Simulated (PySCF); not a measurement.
C4H11FO2Si2 (SMILES C/C(=C\O[SiH3])O[SiH2]CF)

The calculation's input:

```
{"job": {"kind": "nmr", "xc": "PBE0", "basis": "pcSseg-1"}, "charge": 0, "multiplicity": 1}
C      0.444067    -0.463785    -1.748562
C      0.274898    -0.101097    -0.310098
C      1.285289     0.008703     0.553112
O      2.567754    -0.206392     0.183956
Si     3.961950    -0.145203     1.020017
O     -0.984320     0.133525     0.151136
Si    -2.442332     0.106707    -0.555822
C     -3.561489     0.572837     0.917213
F     -4.879282     0.603208     0.503255
H      1.497700    -0.618216    -1.959225
H     -0.110015    -1.373897    -1.971836
H      0.058020     0.332051    -2.383390
H      1.103504     0.275280     1.585043
H      3.958021    -1.113118     2.119761
H      4.872722    -0.488965    -0.059096
H      4.184014     1.191447     1.577583
H     -2.800310    -1.220226    -1.062037
H     -2.571142     1.102601    -1.621821
H     -3.516348    -0.149721     1.735638
H     -3.347850     1.564939     1.322136
```

Command:

```sh
OMP_NUM_THREADS=1 python probes_run.py task.json out
```

Geometry: GFN2-xTB.

Theory: PBE0/pcSseg-1, SCF density, gas phase, non-relativistic (PySCF 2.14.0).

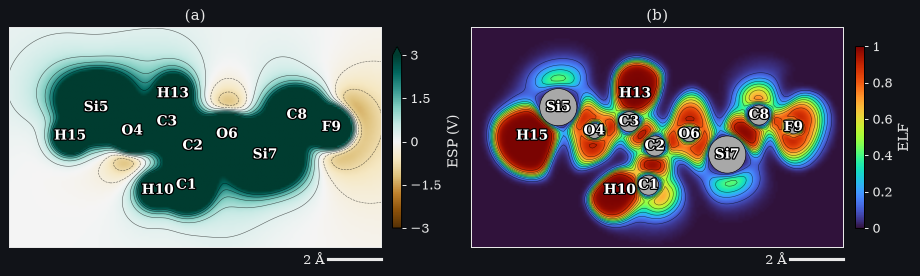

Figure 1. (a) molecular electrostatic potential; (b) ELF on the plane of atoms C3, O4 and Si5. Grey discs cover the atomic cores in the ELF map.

> Describe what can be read from this map.

Atoms in the plane: C, O, Si, F and H. C–C (1.33 Å): the ELF peaks at about 0.95 between the atoms: a short, multiple covalent bond. C–O (1.35 Å): the ELF peaks at about 0.90 between the atoms (a polar covalent bond). C–F (1.38 Å): the ELF peaks at about 0.85 between the atoms (a shared but strongly polarised pair). Si–O (1.62 Å): the ELF peaks at about 0.85 between the atoms: a polar covalent bond. C–Si (1.91 Å): the ELF peaks at about 1 between the atoms: localised, covalent bonding. The ELF also peaks beside O4, F9 and O6, away from the bonds: lone-pair regions. Outside the dense part of the molecule the potential is most negative (−1.3 V) near F9.

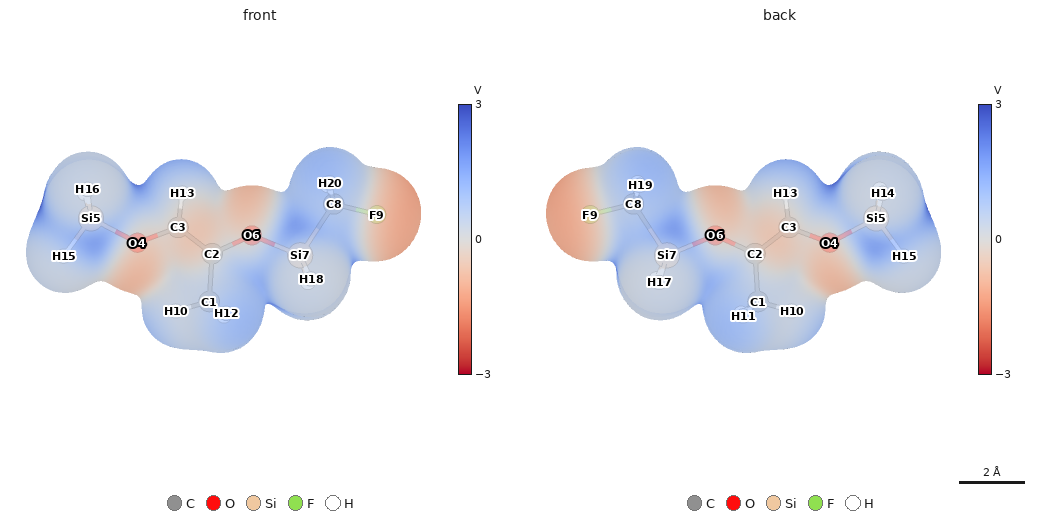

Figure 2. The electrostatic potential painted on the density surface at 0.004 e/bohr³, seen from the front and from behind; red is negative and blue positive.

> Describe the electrostatic potential map.

The most negative region (about −1.2 V, or −28 kcal/mol for a unit charge) lies over F9, the most positive (about +2.6 V, or +60 kcal/mol for a unit charge) over Si5.
